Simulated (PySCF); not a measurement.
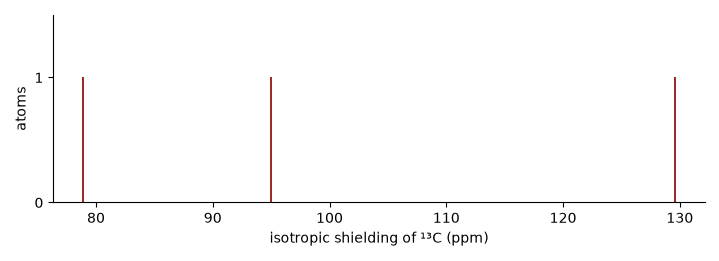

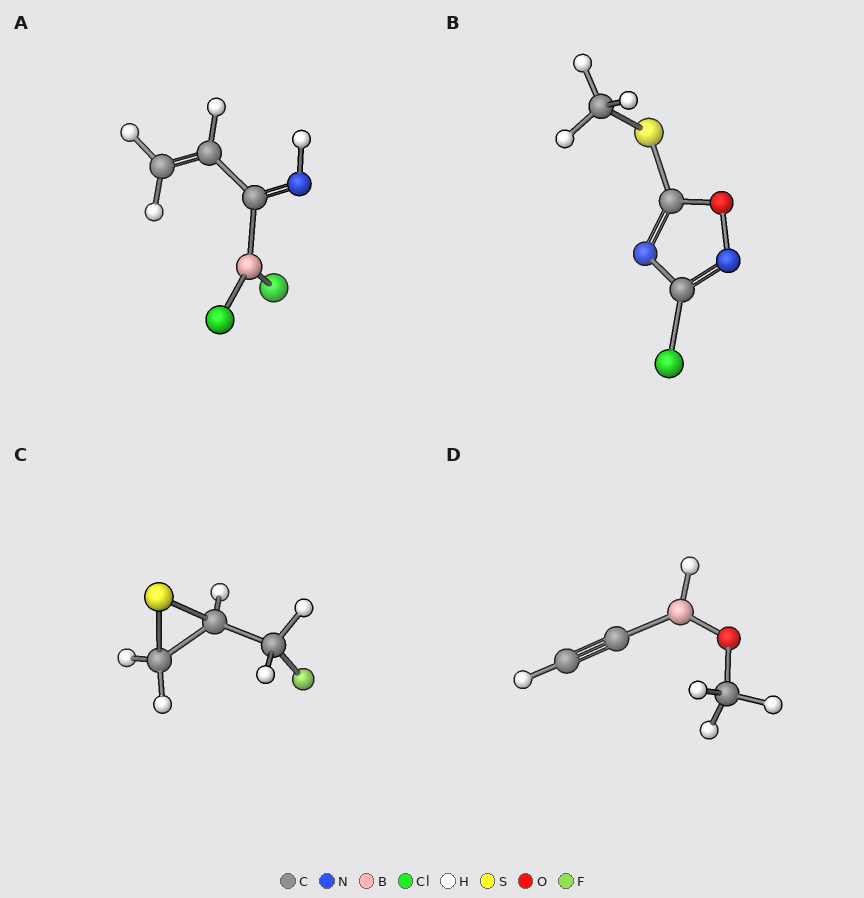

The sticks are computed shieldings of one of the molecules, for one fixed geometry (GFN2-xTB) without averaging over rotations. Low shielding means a high chemical shift. Method: GIAO PBE0/pcSseg-1 NMR shielding, non-relativistic, gas phase (PySCF 2.14.0).

Match the spectrum to a structure.

D, `C#CBOC`. Its 3 C atoms give lines at 78.9, 95.0, 129.6 ppm.

The geometry is semi-empirical. Around B such bond lengths and angles can be off by a tenth of an ångström or more and by several degrees, and values that hang on the shape move with them.
